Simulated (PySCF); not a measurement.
## Electronic structure of C5H12BN in real space

The calculation's input:

```
{"job": {"kind": "nmr", "xc": "PBE0", "basis": "pcSseg-1"}, "charge": 0, "multiplicity": 1}
C      2.661451     0.616592     0.900181
C      2.138303    -0.548992     0.509282
C      1.490455    -0.827603    -0.811648
B     -0.042855    -1.182541    -0.572769
N     -1.056305    -0.223795    -0.491365
C     -2.432290    -0.576172    -0.229935
C     -0.849852     1.200004    -0.604316
H      3.090179     0.744298     1.897613
H      2.689024     1.484978     0.233083
H      2.145409    -1.383690     1.223201
H      1.631020     0.030083    -1.489730
H      1.977740    -1.699302    -1.281224
H     -0.376931    -2.337020    -0.399411
H     -2.531601    -1.665169    -0.144765
H     -3.095703    -0.225415    -1.041214
H     -2.790405    -0.115953     0.708899
H     -1.165641     1.716706     0.319476
H      0.208090     1.430672    -0.771615
H     -1.438301     1.624078    -1.437742
```

Run with:

```sh
OMP_NUM_THREADS=1 python probes_run.py task.json out
```

Geometry: PBE0-D3(BJ)/def2-SVP.

The calculation used PBE0/pcSseg-1, SCF density, gas phase, non-relativistic in PySCF.

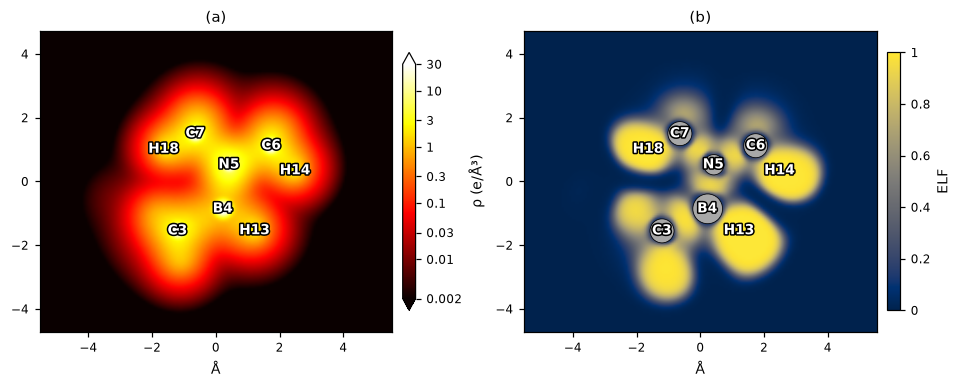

Figure 1. (a) electron density; (b) electron localisation function on the plane of atoms N5, C6 and H14. Grey discs cover the atomic cores in the ELF map.

### Describe what can be read from this map.

The plane passes through C, B, N and H nuclei. B–N (1.40 Å): the density is about 1.9 e/Å³ at the midpoint; the ELF peaks at about 0.90 between the atoms, as expected for a short, strongly polar bond. C–N (1.44 Å): the density is about 1.9 e/Å³ at the midpoint; the ELF peaks at about 0.95 between the atoms; a shared electron pair. C–B (1.59 Å): ρ is about 1.3 e/Å³ halfway; the ELF peaks at about 1 between the atoms, as expected for a shared electron pair. C–H (1.10 Å): ρ at the midpoint is about 2 e/Å³; the ELF climbs to about 1 towards the hydrogen, as it does in any bond to H (an ordinary covalent bond to hydrogen). B–H (1.21 Å): ρ is about 1.2 e/Å³ halfway; the ELF climbs to about 1 towards the hydrogen (a covalent bond by its length).

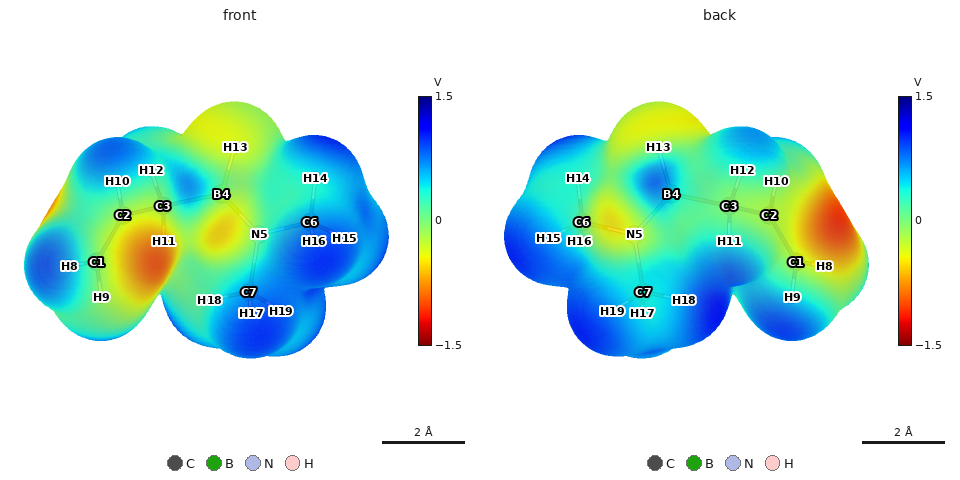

Figure 2. The molecular electrostatic potential painted on the density surface at 0.004 e/bohr³, seen from the front and from behind; red is negative and blue positive.

### Where is the surface potential most negative and most positive?

The most negative region (about −1.1 V) lies over the π face of C1 and C2, the most positive (about +1.1 V) over H15, H18 and H19.

### How polar is the molecule by this calculation?

Its dipole moment is 1.82 D.
